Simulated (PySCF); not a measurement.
BSi₂PNH₉: geometry relaxation (part 1 of 2)

- system: BSi₂PNH₉, SMILES BN([SiH3])[SiH2]P
- method: PBE0-D3(BJ)/def2-SVP geometry optimisation, gas phase (PySCF 2.14.0)

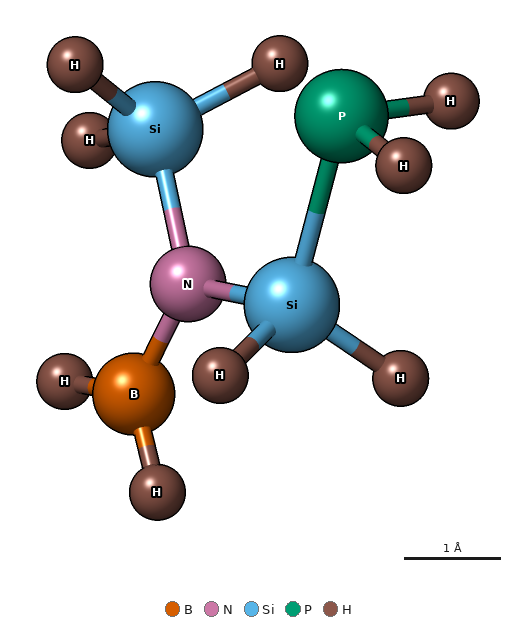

Fig. 1: The input geometry (ball-and-stick view, seen at a tilt).

Input
```
{"job": {"xc": "PBE0", "basis": "def2-SVP", "d3": "d3bj", "grid": 1, "shake": 0.01, "kind": "geom"}, "charge": 0, "multiplicity": 1}
B     -1.710010    -1.313050     0.092040
N     -0.736640    -0.320040     0.271100
Si    -1.132060     1.367270     0.625250
Si     0.975140    -0.835580     0.171090
P      2.263720     0.856920     0.761220
H     -2.862240    -0.978720     0.146490
H     -1.404170    -2.396320    -0.128770
H     -0.304940     2.201870    -0.288960
H     -2.539120     1.561550     0.408790
H     -0.762950     1.619260     2.042770
H      1.161450    -1.926310     1.145380
H      1.201190    -1.310870    -1.187310
H      2.439480     1.350840    -0.520660
H      3.403990     0.108100     0.733830
```

The first line tells a small driver script what to run in PySCF; the rest is the geometry in Å.

Hardware: 1 CPU thread, shared host.

Launch command:
```bash
OMP_NUM_THREADS=1 python <driver script> task.json out
```

Output
```
step   0  E = -1004.57887011  max force = 0.033189
step   1  E = -1004.58729337  max force = 0.006608
step   2  E = -1004.58771046  max force = 0.001156
step   3  E = -1004.58773844  max force = 0.000561
step   4  E = -1004.58775601  max force = 0.000722
step   5  E = -1004.58777447  max force = 0.000776
step   6  E = -1004.58780715  max force = 0.000517
step   7  E = -1004.58783395  max force = 0.000597
step   8  E = -1004.58786761  max force = 0.000523
step   9  E = -1004.58789737  max force = 0.000430
step  10  E = -1004.58792398  max force = 0.000430
step  11  E = -1004.58794686  max force = 0.000585
step  12  E = -1004.58796740  max force = 0.000800
step  13  E = -1004.58798526  max force = 0.000675
step  14  E = -1004.58800156  max force = 0.000350
step  15  E = -1004.58801690  max force = 0.000408
step  16  E = -1004.58803216  max force = 0.000331
step  17  E = -1004.58805445  max force = 0.000311
step  18  E = -1004.58805610  max force = 0.000237
optimisation converged
```

Trajectory as extended XYZ (Å, eV, eV/Å), 19 frames, from step=0 to step=18
```
14
Properties=species:S:1:pos:R:3:forces:R:3 step=0 energy=-27335.98342
B    -1.7100   -1.3131    0.0920   -0.5489   1.6423   0.1995
N    -0.7366   -0.3200    0.2711    0.6460   0.1727   0.0057
Si   -1.1321    1.3673    0.6252    0.9368  -0.5624   0.2082
Si    0.9751   -0.8356    0.1711   -1.0806  -0.1803   0.1773
P     2.2637    0.8569    0.7612   -0.8415   1.0915   1.0984
H    -2.8622   -0.9787    0.1465   -0.3408  -0.0986   0.0212
H    -1.4042   -2.3963   -0.1288    0.4747  -1.7067  -0.2996
H    -0.3049    2.2019   -0.2890   -0.0133   0.2198   0.0103
H    -2.5391    1.5615    0.4088   -1.0256   0.2272  -0.1821
H    -0.7630    1.6193    2.0428   -0.0230   0.2563   0.0795
H     1.1615   -1.9263    1.1454    0.1988  -0.2530   0.1927
H     1.2012   -1.3109   -1.1873    0.2400  -0.2835  -0.6203
H     2.4395    1.3508   -0.5207    0.0861   0.3690  -0.8997
H     3.4040    0.1081    0.7338    1.2912  -0.8943   0.0090
14
Properties=species:S:1:pos:R:3:forces:R:3 step=1 energy=-27336.21263
B    -1.8574   -1.1445    0.0214    0.0531  -0.3398  -0.0547
N    -0.8549   -0.1737    0.2325    0.1022   0.0252   0.0468
Si   -1.2806    1.4909    0.6663   -0.0907   0.1955  -0.0409
Si    0.8296   -0.7400    0.1021    0.0159  -0.0123  -0.0504
P     2.1889    0.9839    0.6843    0.2698  -0.0794  -0.1792
H    -3.0307   -0.8616    0.0876   -0.0346   0.0530   0.0164
H    -1.5327   -2.2997   -0.2273   -0.0137   0.2267   0.0189
H    -0.4961    2.4424   -0.1796    0.0018  -0.0386  -0.0263
H    -2.7409    1.6984    0.4249    0.1034  -0.0788  -0.0055
H    -0.9661    1.8038    2.0906    0.0082  -0.0959   0.0249
H     1.0932   -1.8401    1.0763   -0.0527   0.0270   0.0139
H     1.0954   -1.2532   -1.2789   -0.0638   0.0486   0.0730
H     2.3498    1.4799   -0.6555   -0.0125  -0.0883   0.1911
H     3.3747    0.1596    0.6440   -0.2864   0.1571  -0.0278
14
Properties=species:S:1:pos:R:3:forces:R:3 step=2 energy=-27336.22398
B    -1.8457   -1.1465    0.0194   -0.0255  -0.0425  -0.0442
N    -0.8532   -0.1659    0.2384    0.0349  -0.0068   0.0180
Si   -1.2803    1.4979    0.6691   -0.0326   0.0517   0.0077
Si    0.8262   -0.7313    0.1125    0.0082  -0.0094  -0.0089
P     2.1971    0.9883    0.6735    0.0526  -0.0259  -0.0131
H    -3.0206   -0.8625    0.0892   -0.0073  -0.0078   0.0100
H    -1.5100   -2.2859   -0.2482    0.0069   0.0595   0.0160
H    -0.4888    2.4463   -0.1730   -0.0023  -0.0154  -0.0028
H    -2.7351    1.6860    0.4142    0.0073  -0.0074  -0.0059
H    -0.9747    1.7811    2.1018    0.0022  -0.0203   0.0034
H     1.0742   -1.8242    1.0972   -0.0002   0.0101   0.0177
H     1.0736   -1.2520   -1.2634    0.0015   0.0036  -0.0026
H     2.3535    1.4647   -0.6639   -0.0061  -0.0095   0.0118
H     3.3559    0.1500    0.6220   -0.0396   0.0200  -0.0070
14
Properties=species:S:1:pos:R:3:forces:R:3 step=3 energy=-27336.22474
B    -1.8439   -1.1390    0.0143    0.0191  -0.0289  -0.0110
N    -0.8521   -0.1588    0.2417   -0.0215   0.0244   0.0056
Si   -1.2879    1.5025    0.6747    0.0055  -0.0030   0.0124
Si    0.8268   -0.7275    0.1186   -0.0204  -0.0116  -0.0033
P     2.2118    0.9852    0.6630   -0.0198   0.0087   0.0199
H    -3.0228   -0.8706    0.0860    0.0174   0.0260   0.0034
H    -1.4958   -2.2706   -0.2567   -0.0005  -0.0221  -0.0090
H    -0.4920    2.4531   -0.1594    0.0009   0.0034   0.0018
H    -2.7406    1.6831    0.4079   -0.0067   0.0070  -0.0016
H    -0.9928    1.7726    2.1122    0.0000   0.0047   0.0003
H     1.0709   -1.8135    1.1121    0.0040   0.0078   0.0099
H     1.0698   -1.2561   -1.2547    0.0054  -0.0059  -0.0043
H     2.3625    1.4494   -0.6776   -0.0033   0.0084  -0.0191
H     3.3583    0.1361    0.6067    0.0198  -0.0190  -0.0052
14
Properties=species:S:1:pos:R:3:forces:R:3 step=4 energy=-27336.22522
B    -1.8410   -1.1390    0.0086   -0.0086   0.0371   0.0074
N    -0.8523   -0.1575    0.2440    0.0088   0.0067  -0.0050
Si   -1.2900    1.5033    0.6801    0.0099  -0.0283   0.0084
Si    0.8263   -0.7276    0.1238   -0.0120  -0.0040  -0.0037
P     2.2153    0.9856    0.6548   -0.0224   0.0134   0.0154
H    -3.0174   -0.8615    0.0812   -0.0027  -0.0110  -0.0070
H    -1.4948   -2.2696   -0.2673    0.0034  -0.0202  -0.0072
H    -0.4887    2.4552   -0.1471    0.0014   0.0054   0.0021
H    -2.7411    1.6859    0.4055   -0.0048   0.0064   0.0009
H    -1.0019    1.7669    2.1202   -0.0002   0.0080  -0.0011
H     1.0709   -1.8062    1.1254    0.0028   0.0053   0.0047
H     1.0689   -1.2639   -1.2468    0.0022  -0.0094   0.0027
H     2.3596    1.4422   -0.6895   -0.0024   0.0081  -0.0126
H     3.3583    0.1321    0.5961    0.0246  -0.0174  -0.0049
14
Properties=species:S:1:pos:R:3:forces:R:3 step=5 energy=-27336.22572
B    -1.8403   -1.1373    0.0016   -0.0073   0.0399  -0.0057
N    -0.8532   -0.1564    0.2466    0.0035   0.0000  -0.0059
Si   -1.2879    1.5039    0.6874    0.0044  -0.0240   0.0049
Si    0.8242   -0.7295    0.1305    0.0050   0.0004  -0.0045
P     2.2151    0.9872    0.6445   -0.0016   0.0030   0.0012
H    -3.0172   -0.8607    0.0681   -0.0062  -0.0104  -0.0015
H    -1.4917   -2.2663   -0.2802    0.0000  -0.0095   0.0012
H    -0.4790    2.4568   -0.1313   -0.0010   0.0020   0.0010
H    -2.7370    1.6942    0.4060   -0.0012   0.0000   0.0019
H    -1.0063    1.7617    2.1299    0.0001   0.0041  -0.0010
H     1.0701   -1.7983    1.1423    0.0011   0.0030   0.0026
H     1.0666   -1.2777   -1.2356   -0.0016  -0.0102   0.0076
H     2.3509    1.4364   -0.7040   -0.0028   0.0029   0.0025
H     3.3580    0.1317    0.5830    0.0076  -0.0012  -0.0043
14
Properties=species:S:1:pos:R:3:forces:R:3 step=6 energy=-27336.22661
B    -1.8402   -1.1260   -0.0195    0.0000   0.0094  -0.0133
N    -0.8514   -0.1536    0.2517   -0.0041  -0.0192  -0.0176
Si   -1.2853    1.5023    0.7069   -0.0006   0.0070   0.0014
Si    0.8235   -0.7353    0.1485    0.0266   0.0194   0.0039
P     2.2201    0.9906    0.6152    0.0253  -0.0205  -0.0183
H    -3.0165   -0.8450    0.0347   -0.0080  -0.0089   0.0010
H    -1.4929   -2.2538   -0.3127   -0.0081   0.0155   0.0092
H    -0.4614    2.4624   -0.0881   -0.0035  -0.0009  -0.0015
H    -2.7297    1.7044    0.4076    0.0065  -0.0077   0.0053
H    -1.0228    1.7434    2.1560    0.0029  -0.0026   0.0007
H     1.0711   -1.7757    1.1894   -0.0036  -0.0022   0.0000
H     1.0637   -1.3198   -1.2027   -0.0087  -0.0112   0.0104
H     2.3314    1.4202   -0.7430   -0.0035  -0.0031   0.0211
H     3.3625    0.1318    0.5449   -0.0211   0.0251  -0.0022
14
Properties=species:S:1:pos:R:3:forces:R:3 step=7 energy=-27336.22734
B    -1.8404   -1.1153   -0.0411    0.0047  -0.0070  -0.0098
N    -0.8496   -0.1517    0.2538   -0.0109  -0.0259  -0.0267
Si   -1.2810    1.5004    0.7241   -0.0038   0.0197   0.0040
Si    0.8236   -0.7407    0.1659    0.0307   0.0255   0.0138
P     2.2231    0.9945    0.5881    0.0247  -0.0274  -0.0178
H    -3.0164   -0.8309    0.0020   -0.0042   0.0000   0.0024
H    -1.4952   -2.2418   -0.3426   -0.0088   0.0204   0.0086
H    -0.4471    2.4676   -0.0515   -0.0049  -0.0030  -0.0039
H    -2.7218    1.7116    0.4146    0.0045  -0.0094   0.0057
H    -1.0306    1.7238    2.1782    0.0052  -0.0047  -0.0003
H     1.0706   -1.7530    1.2345   -0.0037  -0.0035  -0.0006
H     1.0605   -1.3626   -1.1687   -0.0073  -0.0088   0.0071
H     2.3100    1.4067   -0.7772   -0.0033  -0.0019   0.0181
H     3.3664    0.1373    0.5089   -0.0227   0.0261  -0.0004
14
Properties=species:S:1:pos:R:3:forces:R:3 step=8 energy=-27336.22826
B    -1.8408   -1.1012   -0.0694    0.0045  -0.0203  -0.0126
N    -0.8459   -0.1507    0.2532   -0.0086  -0.0253  -0.0269
Si   -1.2762    1.4957    0.7439   -0.0041   0.0263   0.0081
Si    0.8263   -0.7470    0.1887    0.0162   0.0228   0.0229
P     2.2266    0.9997    0.5550    0.0127  -0.0218  -0.0087
H    -3.0151   -0.8074   -0.0399    0.0012   0.0053   0.0054
H    -1.5026   -2.2266   -0.3810   -0.0042   0.0161   0.0066
H    -0.4389    2.4738   -0.0139   -0.0047  -0.0032  -0.0065
H    -2.7155    1.7123    0.4323    0.0014  -0.0073   0.0054
H    -1.0308    1.6975    2.2022    0.0077  -0.0040  -0.0012
H     1.0708   -1.7219    1.2928   -0.0027  -0.0016   0.0003
H     1.0596   -1.4191   -1.1213   -0.0025  -0.0021   0.0003
H     2.2814    1.3921   -0.8174   -0.0025   0.0000   0.0067
H     3.3731    0.1488    0.4638   -0.0146   0.0150   0.0004
14
Properties=species:S:1:pos:R:3:forces:R:3 step=9 energy=-27336.22907
B    -1.8404   -1.0919   -0.0944   -0.0007  -0.0162  -0.0022
N    -0.8432   -0.1510    0.2484   -0.0033  -0.0120  -0.0168
Si   -1.2722    1.4909    0.7570   -0.0025   0.0149   0.0080
Si    0.8290   -0.7503    0.2078   -0.0037   0.0057   0.0221
P     2.2272    1.0053    0.5314   -0.0017  -0.0032   0.0032
H    -3.0131   -0.7907   -0.0731    0.0051   0.0078   0.0026
H    -1.5079   -2.2165   -0.4118    0.0034   0.0037  -0.0019
H    -0.4421    2.4783    0.0038   -0.0044  -0.0017  -0.0071
H    -2.7140    1.7066    0.4583   -0.0032  -0.0033   0.0041
H    -1.0159    1.6767    2.2157    0.0079  -0.0010  -0.0025
H     1.0689   -1.6937    1.3403    0.0000   0.0018   0.0016
H     1.0622   -1.4635   -1.0800    0.0040   0.0042  -0.0055
H     2.2564    1.3835   -0.8452   -0.0012   0.0012  -0.0059
H     3.3772    0.1622    0.4307    0.0002  -0.0020   0.0003
14
Properties=species:S:1:pos:R:3:forces:R:3 step=10 energy=-27336.22979
B    -1.8388   -1.0868   -0.1167   -0.0042  -0.0023  -0.0075
N    -0.8410   -0.1522    0.2415    0.0035   0.0043   0.0071
Si   -1.2709    1.4854    0.7658    0.0013  -0.0018   0.0032
Si    0.8321   -0.7508    0.2254   -0.0221  -0.0159   0.0131
P     2.2265    1.0124    0.5143   -0.0123   0.0186   0.0103
H    -3.0100   -0.7790   -0.1022    0.0058   0.0035   0.0024
H    -1.5097   -2.2095   -0.4405    0.0085  -0.0099  -0.0047
H    -0.4602    2.4820    0.0037   -0.0033   0.0010  -0.0056
H    -2.7191    1.6925    0.4944   -0.0054   0.0008   0.0033
H    -0.9881    1.6620    2.2208    0.0060   0.0030  -0.0026
H     1.0665   -1.6658    1.3826    0.0023   0.0044   0.0020
H     1.0696   -1.4981   -1.0420    0.0075   0.0086  -0.0076
H     2.2355    1.3778   -0.8657    0.0008   0.0002  -0.0135
H     3.3797    0.1759    0.4074    0.0115  -0.0147   0.0001
```
